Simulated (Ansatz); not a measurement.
We consider bcc Mo, described by RPBE (PAW; Ansatz, a first-principles code).

Settings: plane-wave cutoff 520 eV, 24×24×24 k mesh, Fermi–Dirac smearing 0.05 eV, no spin polarisation, scalar-relativistic PAW data made under PBE.

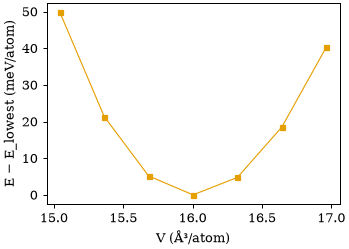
*Total energy against volume*

Question: From the curve, estimate the equilibrium volume and the bulk modulus.

Answer: V0 ≈ 16.0 Å³/atom and B0 ≈ 250 GPa; the fit gives V0 = 16.004 Å³/atom, B0 = 248 GPa, B′ = 4.3.

Measured, for comparison: bulk modulus 265 GPa (zero-point energy and finite temperature contributions removed, our sources range from 265 to 278; as tabulated in doi:10.1021/acs.jctc.3c00612); equilibrium volume per atom 15.49 Å³/atom (static lattice: zero-point anharmonic expansion removed; as tabulated in Mejia-Rodriguez and Trickey (2018), arXiv:1807.09216). Computed (rounded) less measured: bulk modulus -6 % (-6 % to -11 % over the range), equilibrium volume per atom +3.3 %.

Static lattice: no zero-point or thermal effects.

The result took about 50 core-seconds (a rough figure).
